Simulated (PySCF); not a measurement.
# PbBr (charge +1): what the fields show

```xyz
2

Pb    0.0000    0.0000   -0.6935
Br    0.0000    0.0000    1.8275
```

Core potentials replace the inner electrons of Pb.

Method: PBE0/def2-SVP, non-relativistic Hamiltonian with scalar-relativistic core potentials where named, at a bond length of 2.521 Å (PySCF).

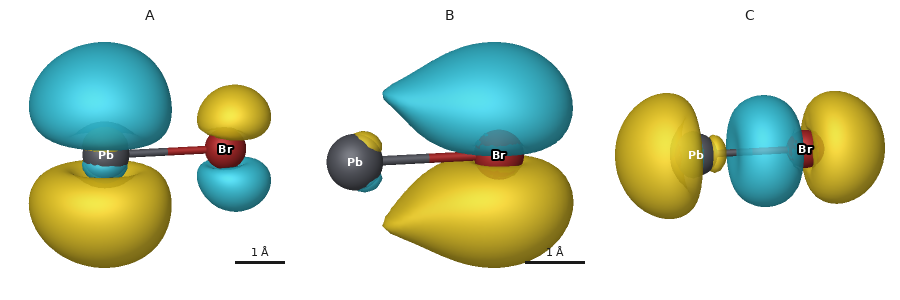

Figure 1. Three frontier orbitals, each drawn at the value that holds 80 % of its norm (yellow and cyan are the two phases), in no order; of a degenerate pair one member is drawn.

Label each orbital by symmetry, say whether it is occupied, and order them by energy.

Answer. Orbital C: σ, occupied, −14.37 eV; shared between the atoms (Pb 35 %, Br 65 %).
Orbital B: π, occupied, −13.86 eV; mainly on Br (85 %).
Orbital A: π, empty, −8.77 eV; mainly on Pb (90 %).

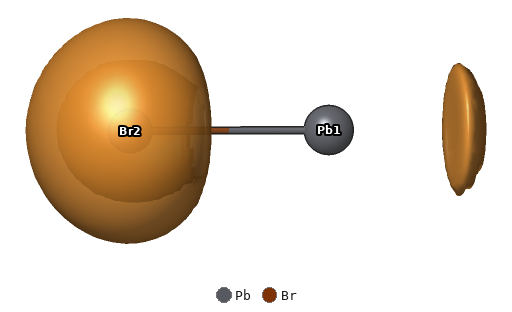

Figure 2. Isosurface of the electron localisation function at 0.75 (orange), seen from one side. Core shells and regions of very low density are left out.

Describe the localisation domains.

Answer. The surface consists of one lobe on Pb, pointing away from the bonds (lone pairs) and one region wrapped around Br (its valence shell). Profiles from the grid: Pb–Br (2.52 Å): the ELF peaks at about 0.70 in the valence shell of Br, 1.0 Å from its nucleus, and drops to about 0.20 between the two atoms.
